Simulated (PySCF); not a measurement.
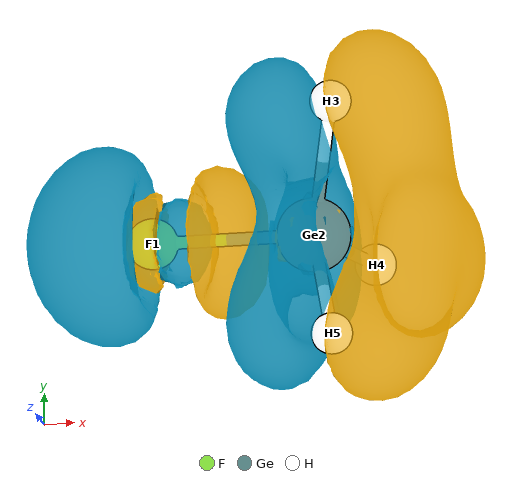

FGeH₃, SMILES `F[GeH3]`. Change of the electron density in a uniform field of 0.21 V/Å, surfaces at ±0.001 e/Å³ (yellow: gain, teal: loss).

Computed with PySCF, B3LYP/def2-SVPD, geometry: GFN2-xTB. No frequency check shows the geometry to be a minimum. GFN2-xTB bond lengths at metals and heavier atoms can be off by up to 0.1 Å and shapes distorted, which carries into these values.

Cartesian coordinates (Å):

```
F1      -1.4034    0.0000   -0.0004
Ge2      0.3312   -0.0000    0.0000
H3       0.6761    1.2358    0.7645
H4       0.6813    0.0442   -1.4502
H5       0.6760   -1.2800    0.6881
```

The field was applied in both directions; the picture shows the one opposite to the script's first.

Along which Cartesian direction does the field point?

Along −x: electrons gather on the +x side, against the field.

What dipole is induced, and what polarisability does it imply?

The induced dipole is 0.30 D (along the field); α along this axis, from the fields in both directions, is 30 bohr³ (4.4 Å³).
